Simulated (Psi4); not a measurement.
**AlF3 (SMILES F[Al](F)F) at 6 levels**

We compute a comparison of 6 runs (BHLYP/6-311+G**, CAM-B3LYP/6-311+G**, PBE0/6-311+G**, revPBE/6-311+G**, wB97X/6-311+G**, MP2/6-311+G**) of AlF3. 

Program for the calculation: Psi4 1.11.

### Step 1. The molecule

AlF3: 4 atoms, total charge 0, spin state singlet. As SMILES, `F[Al](F)F`. The Al2–F3 distance was set to 2.443 Å, away from the relaxed value.

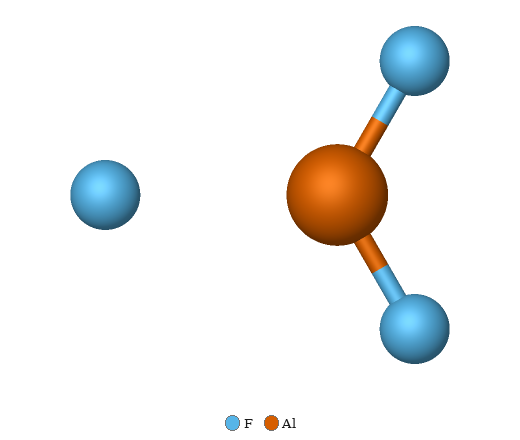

Viewed from a chosen angle; fluorine blue, aluminium orange.

### Step 2. A single-point energy at BHLYP/6-311+G(d,p) (run 1)

input.dat reads:

```
memory 2.2 GB

molecule system {
  0 1
  F
  Al 1 R2
  F 2 R3 1 A3
  F 2 R4 1 A4 3 D4

  R2 = 1.628959
  R3 = 2.4434
  A3 = 120.00107
  R4 = 1.628957
  A4 = 119.99909
  D4 = 179.99853
  symmetry c1
}

set globals {
  basis                6-311+G**
  puream               true
  e_convergence        1e-09
  d_convergence        1e-08
  scf_type             pk
  dft_radial_points    99
  dft_spherical_points 590
}

e, wfn = energy("bhhlyp", return_wfn=True)
oeprop(wfn, "DIPOLE", "QUADRUPOLE", "WIBERG_LOWDIN_INDICES", title="BHHLYP")
print_variables()
```

Started as:

```bash
psi4 -i input.dat -o output.dat -n 1
```

output.dat:

```text
[...]
  Running in c1 symmetry.
[...]
  Nuclear repulsion =  140.694603120571230
[...]
  Multiplicity = 1
[...]
  Nalpha       = 20
  Nbeta        = 20
[...]
    Number of basis functions: 96
[...]
   @RKS iter   1:  -541.79887969987828   -9.76177e-01   8.86365e-03 ADIIS/DIIS
[...]
   @RKS iter  11:  -542.05103382966206   -1.62572e-11   4.44900e-09 DIIS
[...]
  @RKS Final Energy:  -542.05103382966206
   => Energetics <=
    Nuclear Repulsion Energy =            140.6946031205712302
    One-Electron Energy =               -1035.6836882105767472
    Two-Electron Energy =                 378.7822356119249321
    DFT Exchange-Correlation Energy =     -25.8441843515814789
    Empirical Dispersion Energy =           0.0000000000000000
    VV10 Nonlocal Energy =                  0.0000000000000000
    Total Energy =                       -542.0510338296620603
[...]
 Multipole Moments:
 ------------------------------------------------------------------------------------
     Multipole            Electronic (a.u.)      Nuclear  (a.u.)        Total (a.u.)
 ------------------------------------------------------------------------------------
 L = 1.  Multiply by 2.5417464519 to convert [e a0] to [Debye]
 Dipole X            :         -0.0000348           -0.0000034           -0.0000382
 Dipole Y            :          1.0670986            0.0657923            1.1328909
 Dipole Z            :         -0.6161325           -0.0379885           -0.6541210
 Magnitude           :                                                    1.3081728
 L = 2.  Multiply by 1.3450342976 to convert [e a0^2] to [Debye ang]
 Quadrupole XX       :        -15.9558427            0.0000000          -15.9558427
 Quadrupole XY       :         -0.0019504            0.0018257           -0.0001248
[...]
```

It took 16 s on 1 thread of Intel Xeon at 2.50GHz (Skylake/Cascade Lake), shared host; peak memory 0.81 GiB.

### Step 3. The energy at CAM-B3LYP/6-311+G(d,p) (run 2)

calc.py reads:

```python
import psi4

psi4.set_memory('2200 MB')
psi4.set_num_threads(1)
psi4.core.set_output_file('output.dat', False)

molecule = psi4.geometry("""
F
Al 1 1.628959
F 2 2.4434 1 120.00107
F 2 1.628957 1 119.99909 3 179.99853
symmetry c1
""")

options = {'puream': True, 'e_convergence': 1e-09, 'd_convergence': 1e-08, 'scf_type': 'pk', 'dft_radial_points': 99, 'dft_spherical_points': 590}
psi4.set_options(options)

e_tot, wfn = psi4.energy("cam-b3lyp/6-311+G**", return_wfn=True)
psi4.oeprop(wfn, "LOWDIN_CHARGES", "DIPOLE", "MULLIKEN_CHARGES")
print('E =', round(e_tot, 9))
```

Started as:

```bash
python calc.py
```

output.dat:

```text
[...]
  Running in c1 symmetry.
[...]
  Nuclear repulsion =  140.694603120571230
[...]
  Multiplicity = 1
[...]
  Nalpha       = 20
  Nbeta        = 20
[...]
    Number of basis functions: 96
[...]
   @RKS iter   1:  -541.83142526865925   -9.01230e-01   9.41016e-03 ADIIS/DIIS
[...]
   @RKS iter  11:  -542.10855655028206   -1.71667e-11   9.97220e-09 DIIS
[...]
  @RKS Final Energy:  -542.10855655028206
   => Energetics <=
    Nuclear Repulsion Energy =            140.6946031205712302
    One-Electron Energy =               -1035.4750449033640507
    Two-Electron Energy =                 390.2816406200414008
    DFT Exchange-Correlation Energy =     -37.6097553875306190
    Empirical Dispersion Energy =           0.0000000000000000
    VV10 Nonlocal Energy =                  0.0000000000000000
    Total Energy =                       -542.1085565502820600
[...]
 Multipole Moments:
 ------------------------------------------------------------------------------------
     Multipole            Electronic (a.u.)      Nuclear  (a.u.)        Total (a.u.)
 ------------------------------------------------------------------------------------
 L = 1.  Multiply by 2.5417464519 to convert [e a0] to [Debye]
 Dipole X            :         -0.0000326           -0.0000034           -0.0000359
 Dipole Y            :          1.0305227            0.0657923            1.0963150
 Dipole Z            :         -0.5950130           -0.0379885           -0.6330015
 Magnitude           :                                                    1.2659374
[...]
```

The script printed:

```text
E = -542.10855655
```

Wall time 22 s (1 thread of Intel Xeon at 2.50GHz (Skylake/Cascade Lake), shared host); peak memory 0.89 GiB.

### Step 4. Energy and forces at PBE0/6-311+G(d,p) (run 3)

calc.dat reads:

```
memory 2.2 GB

molecule system {
  0 1
  F      1.579744    -0.416345     1.405214
  Al     0.720334     0.306235     0.225044
  F     -1.440740    -0.612530    -0.450110
  F      1.301664     1.641375    -0.504996
  units angstrom
  symmetry c1
  no_reorient
  no_com
}

set puream true
set e_convergence 1e-09
set d_convergence 1e-08
set scf_type pk
set dft_radial_points 99
set dft_spherical_points 590

energy_value = gradient("pbe0/6-311+G**")
```

Started as:

```bash
psi4 -n 1 calc.dat calc.out
```

calc.out:

```text
[...]
  Running in c1 symmetry.
[...]
  Nuclear repulsion =  140.694585766858779
[...]
  Multiplicity = 1
[...]
  Nalpha       = 20
  Nbeta        = 20
[...]
    Number of basis functions: 96
[...]
   @RKS iter   1:  -541.49143470839465   -7.50445e-01   9.25088e-03 ADIIS/DIIS
[...]
   @RKS iter  12:  -541.76038118588906   -1.70530e-12   3.71902e-09 DIIS
[...]
    Orbital Energies [Eh]
    ---------------------
    Doubly Occupied:
       1A    -56.312914     2A    -24.805142     3A    -24.805138
       4A    -24.696109     5A     -4.335899     6A     -2.870169
       7A     -2.865133     8A     -2.864983     9A     -1.257898
      10A     -1.249562    11A     -1.091535    12A     -0.564628
      13A     -0.528976    14A     -0.505131    15A     -0.503672
      16A     -0.490088    17A     -0.481456    18A     -0.379995
      19A     -0.353086    20A     -0.352152
[...]
  @RKS Final Energy:  -541.76038118588906
   => Energetics <=
    Nuclear Repulsion Energy =            140.6945857668587792
    One-Electron Energy =               -1035.5408882357078255
    Two-Electron Energy =                 390.6964041714632572
    DFT Exchange-Correlation Energy =     -37.6104828885033555
    Empirical Dispersion Energy =           0.0000000000000000
    VV10 Nonlocal Energy =                  0.0000000000000000
    Total Energy =                       -541.7603811858890595
[...]
  -Total Gradient:
     Atom            X                  Y                   Z
    ------   -----------------  -----------------  -----------------
       1       -0.001171576674     0.007150760854    -0.006774948278
       2        0.071876400687     0.030557760110     0.022454106569
       3       -0.071537917417    -0.030413478440    -0.022349576578
       4        0.000782540174    -0.007316554478     0.006654596300
[...]
```

Run time: 30 s. Hardware: 1 thread of Intel Xeon at 2.50GHz (Skylake/Cascade Lake), shared host; peak memory 0.8 GiB.

Runs 4 to 5 aren't shown in full; the table further down has their settings and results.

### Step 5. A single-point energy at MP2/6-311+G(d,p) (run 6)

calc.inp reads:

```
memory 2200 MB

molecule {
  F
  Al 1 R2
  F 2 R3 1 A3
  F 2 R4 1 A4 3 D4

  R2 = 1.628959
  R3 = 2.4434
  A3 = 120.00107
  R4 = 1.628957
  A4 = 119.99909
  D4 = 179.99853
  symmetry c1
  no_reorient
  no_com
}

set basis 6-311+G**
set puream true
set e_convergence 1e-09
set d_convergence 1e-08
set scf_type pk
set num_frozen_docc 8
set mp2_type conv

e_tot = energy("mp2")
```

Started as:

```bash
psi4 calc.inp calc.out -n 1
```

calc.out:

```text
[...]
  Running in c1 symmetry.
[...]
  Nuclear repulsion =  140.694603120571230
[...]
  Multiplicity = 1
[...]
  Nalpha       = 20
  Nbeta        = 20
[...]
    Number of basis functions: 96
[...]
   @RHF iter   1:  -540.23584372176913   -1.46453e+00   7.40901e-03 ADIIS/DIIS
[...]
   @RHF iter  12:  -540.42035106846924   -1.13687e-12   2.18187e-09 DIIS
[...]
  @RHF Final Energy:  -540.42035106846924
   => Energetics <=
    Nuclear Repulsion Energy =            140.6946031205712302
    One-Electron Energy =               -1035.5027026420109451
    Two-Electron Energy =                 354.3877484529704702
    Total Energy =                       -540.4203510684692446
[...]
 Multipole Moments:
 ------------------------------------------------------------------------------------
     Multipole            Electronic (a.u.)      Nuclear  (a.u.)        Total (a.u.)
 ------------------------------------------------------------------------------------
 L = 1.  Multiply by 2.5417464519 to convert [e a0] to [Debye]
 Dipole X            :         -0.0000390           -0.0000034           -0.0000423
 Dipole Y            :          1.1904598            0.0657923            1.2562521
 Dipole Z            :         -0.6873605           -0.0379885           -0.7253491
 Magnitude           :                                                    1.4506207
[...]
	SCS-MP2 Total Energy (a.u.)        :  -541.09895712283605
	SOS-MP2 Total Energy (a.u.)        :  -541.03424163036993
	SCSN-MP2 Total Energy (a.u.)       :  -540.76204886868982
[...]
	SOS-PI-MP2 Total Energy (a.u.)     :  -541.13655672402001
[...]
	MP2 Total Energy (a.u.)            :  -541.12607301411788
[...]
```

Run time: 13 s. Hardware: 1 thread of Intel Xeon at 2.50GHz (Skylake/Cascade Lake), shared host; peak memory 0.54 GiB.

### Step 6. Overview of the runs

| run | level | task | frozen core orbitals | energy (Eh) | dipole moment (D) | HOMO energy (eV) | LUMO energy (eV) | wall time |
| --- | --- | --- | --- | --- | --- | --- | --- | --- |
| 1 | BHLYP/6-311+G** | energy | 0 | -542.051034 | 3.33 | -11.52 | -3.31 | 16 s |
| 2 | CAM-B3LYP/6-311+G** | energy | 0 | -542.108557 | 3.22 | -11.17 | -3.14 | 22 s |
| 3 | PBE0/6-311+G** | gradient | 0 | -541.760381 | 3.14 | -9.58 | -4.05 | 30 s |
| 4 | revPBE/6-311+G** | gradient | 0 | -542.017714 | 2.93 | -7.57 | -4.74 | 27 s |
| 5 | wB97X/6-311+G** | gradient | 0 | -542.095585 | 3.31 | -12.11 | -1.91 | 36 s |
| 6 | MP2/6-311+G** | energy | 8 | -541.126073 | – | -14.19 | -1.00 | 13 s |

### Step 7. What came out

| quantity | value |
| --- | --- |
| run 6: total energy | -541.12607 Eh |
| run 6: HOMO energy (Hartree–Fock orbitals) | -14.19 eV |
| run 6: LUMO energy (Hartree–Fock orbitals) | -1.00 eV |
| run 6: HOMO–LUMO gap (Hartree–Fock orbitals) | 13.19 eV |
| run 6: correlation energy (8 core orbitals frozen) | -705.7 mEh |

What this shows: Over runs 1, 2, 3, 4, 5 the dipole moment (its size) runs from 2.93 D (revPBE/6-311+G**) to 3.33 D (BHLYP/6-311+G**). Over runs 1, 2, 3, 4, 5 the HOMO–LUMO gap runs from 2.84 eV (revPBE/6-311+G**) to 10.19 eV (wB97X/6-311+G**). Totals of different functionals can't be ranked against each other. All runs together took 2.4 min, the longest 36 s.
